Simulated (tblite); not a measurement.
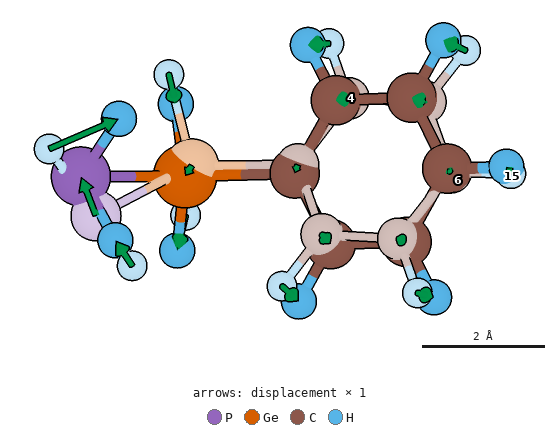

This is a relaxation of C₆H₉GeP. The starting structure is drawn faded, the final one solid; green arrows show the displacements, at their true length. The two geometries are superimposed by the best rigid fit.

A ball-and-stick model, seen at a tilt.

These are results of GFN2-xTB geometry optimisation, gas phase in tblite 0.8.0, not measurements. 

Question: Atoms of which element are displaced furthest, and by how much?

Answer: Hydrogen: up to 1.28 Å, against 0.70 Å for phosphorus.

Question: Describe the change and its energy.

Answer: The energy falls by 87.0 kJ/mol in 96 geometry steps. The atom that moves furthest after the best rigid fit is an H atom (1.28 Å). Largest moves by element: H 1.28 Å, P 0.70 Å, C 0.35 Å, Ge 0.21 Å. Some distances before and after: H–P 1.464 → 1.389 Å, C–Ge 1.900 → 1.967 Å, Ge–H 1.571 → 1.511 Å, Ge–H 1.548 → 1.512 Å. Bond angles that change, for instance: Ge–P–H 111.7° → 92.3°, H–P–H 110.8° → 92.1°, Ge–P–H 109.9° → 92.7°. Groups turn about C–Ge by about 40°.
